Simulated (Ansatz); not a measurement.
# CHBFIn (SMILES F/B=[CH]\[In]): what the fields show

```xyz
5

C    -0.9647    1.5676    0.5596
B    -1.3959    1.3403   -0.7199
F    -2.0095    1.1649   -1.8463
In   -2.5925    2.0461    2.0055
H     0.0079    1.5701    1.0511
```

Geometry: PBE0-D3(BJ)/def2-SVP; core potentials replace the inner electrons of In.

Level of theory: isolated molecule in a Gaussian basis; Kohn-Sham density functional theory, functional PBE0 (Ansatz 0.2.0).

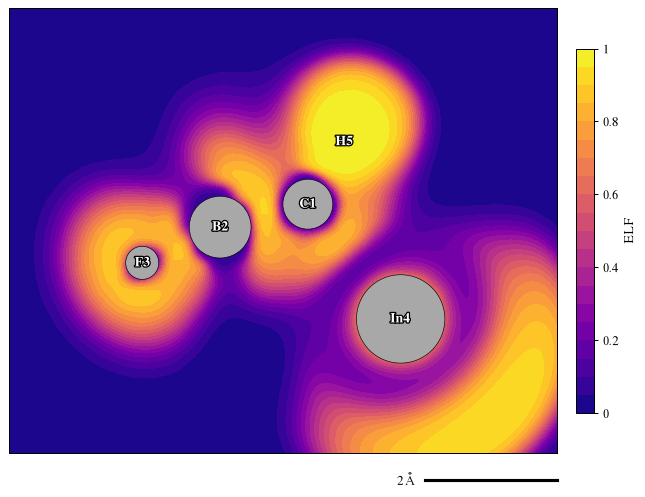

Figure 1. ELF on the molecular plane. Grey discs cover the atomic cores.

Question: Describe what can be read from this map.

Answer: The section cuts through C, B, F, In and H sites.
B–F (1.29 Å): the ELF peaks at about 0.85 between the atoms; a short, strongly polar bond.
C–B (1.37 Å): the ELF peaks at about 0.90 between the atoms: a covalent bond.
C–In (2.23 Å): the ELF peaks at about 0.85 in the valence shell of C, 0.7 Å from its nucleus, and drops to about 0.15 between the two atoms.
C–H (1.09 Å): the ELF climbs to about 1 towards the hydrogen, as it does in any bond to H (a covalent bond by its length).
The ELF also peaks beside F3, away from the bonds: lone-pair regions.

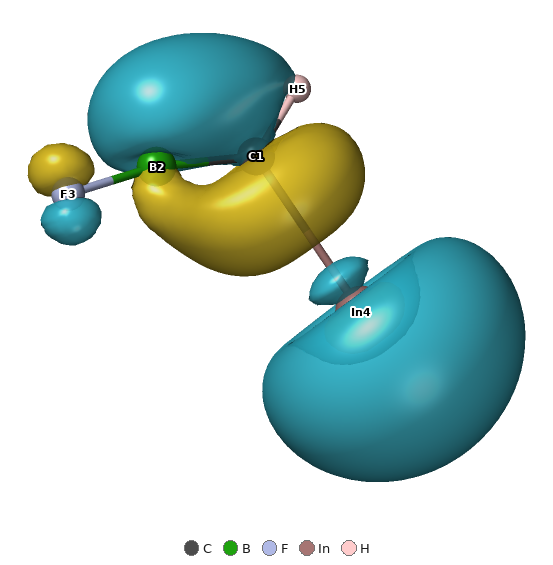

Figure 2. The HOMO at ±0.1 Å⁻³ᐟ² (yellow and cyan are the two phases), seen at a tilt.

Question: What is the character of this orbital?

Answer: By Hirshfeld shares it lies mainly on In4 (about 55 %), C1 (about 25 %) and B2 (about 10 %); it is symmetric in the molecular plane (an in-plane orbital: σ, lone-pair or in-plane π type). Its energy is −6.07 eV.

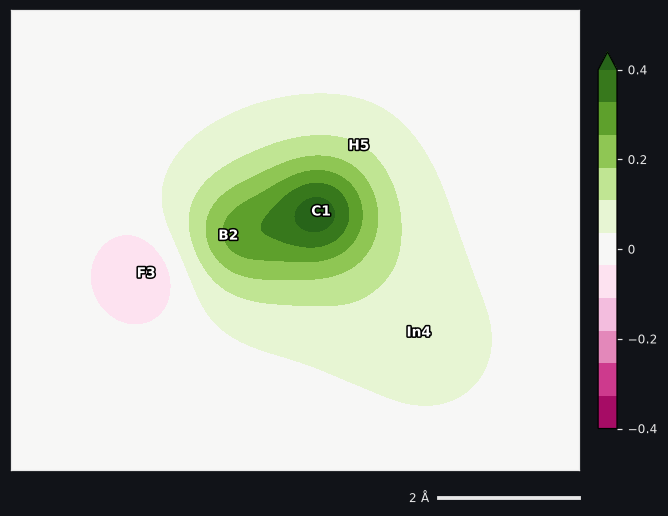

Figure 3. The HOMO−1 on a plane 0.8 Å above the molecular plane (values in Å⁻³ᐟ²; the overall sign is arbitrary).

Question: Describe this orbital and give its energy.

Answer: By Hirshfeld shares it lies mainly on C1 (about 50 %), B2 (about 25 %) and In4 (about 10 %); it changes sign across the molecular plane (π type); π-bonding across C1–B2. Its energy is −6.33 eV.
